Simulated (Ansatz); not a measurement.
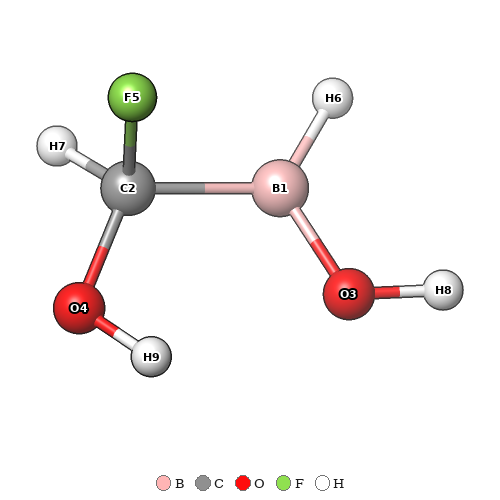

The system is CH4BFO2; the picture shows the reference structure. 
- Coordinates scanned: (1) dihedral C2–B1–O3–H8; (2) dihedral B1–C2–O4–H9.
- Nothing is relaxed (all other coordinates rigid).
- Grid: 18 × 18 points.
- Points are written as (first, second).
- Energies are in kcal/mol, from the lowest grid point.
- All numbers below come from Ansatz, RKS r2SCAN-D4/def2-SVP.

Its coordinates:

```yaml
atoms:
  - { symbol: B, position_ang: [-0.1451, -0.1245, -0.8032] }
  - { symbol: C, position_ang: [0.3995, 0.7602, 0.4016] }
  - { symbol: O, position_ang: [-0.7938, -1.2478, -0.4184] }
  - { symbol: O, position_ang: [-0.1633, 0.4933, 1.6226] }
  - { symbol: F, position_ang: [1.7751, 0.3716, 0.3865] }
  - { symbol: H, position_ang: [0.0655, 0.1294, -1.9662] }
  - { symbol: H, position_ang: [0.3962, 1.8546, 0.2671] }
  - { symbol: H, position_ang: [-1.0412, -1.8370, -1.1421] }
  - { symbol: H, position_ang: [-0.4043, -0.4463, 1.6350] }
```

Range: dihedral C2–B1–O3–H8 from −180 to 160°; dihedral B1–C2–O4–H9 from −180 to 160°.

What landscape does the calculation give?

Answer. The lowest grid point is at (−180°, 40°). There are further wells near (0°, −180°) (1.6 kcal/mol above the lowest at that grid point); (−180°, −180°) (3.9 kcal/mol above the lowest at that grid point); (20°, 60°) (5.8 kcal/mol above the lowest at that grid point). The highest grid point, (100°, −60°), lies 27.7 kcal/mol above the lowest. On the interpolated surface the easiest way out of the lowest well to the well at about (−175°, −175°) passes a barrier of about 8.1 kcal/mol, counted from the interpolated bottom of the well. Round the minimum the two coordinates are nearly uncoupled.

```
dihedral B1–C2–O4–H9 ↓, dihedral C2–B1–O3–H8 →  −180  −140  −100   −60   −20    20    60   100   140
                                           160   4.9   9.2  18.9  16.7   5.3   3.3  14.2  20.5  12.3
                                           120   7.8  12.2  22.4  20.8   9.1   6.2  17.0  23.3  15.2
                                            80   4.6   9.0  19.5  19.5   9.8   5.9  14.6  19.9  11.8
                                            40   0.0   4.0  14.1  15.6  10.2   7.5  12.5  15.4   7.0
                                             0   2.1   6.1  15.1  15.4  10.4  13.4  18.4  18.9   9.2
                                           −40   8.3  12.6  21.8  20.1  11.0  12.8  23.4  26.2  16.0
                                           −80  10.5  14.8  24.2  21.9  10.9  10.2  22.2  27.5  18.3
                                          −120   8.1  12.2  21.8  19.6   8.5   6.5  17.8  24.0  15.6
                                          −160   4.4   8.6  18.1  16.0   5.1   3.2  13.8  20.0  11.8
```

The table holds every second grid line.

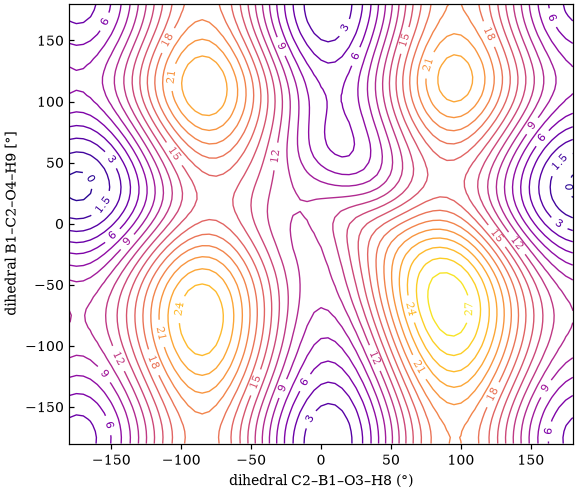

In the figure: contour lines labelled in kcal/mol. Between grid points the surface is interpolated.

Each point was launched as `ansatz run input.yaml --threads 1 --pin off --max-ram 2560MiB --backend cpu --events-out ev --progress --plain --runs-dir out`. Time for the 324 points that were run: 34 min on 1 thread of Arm Neoverse V1 (shared host).
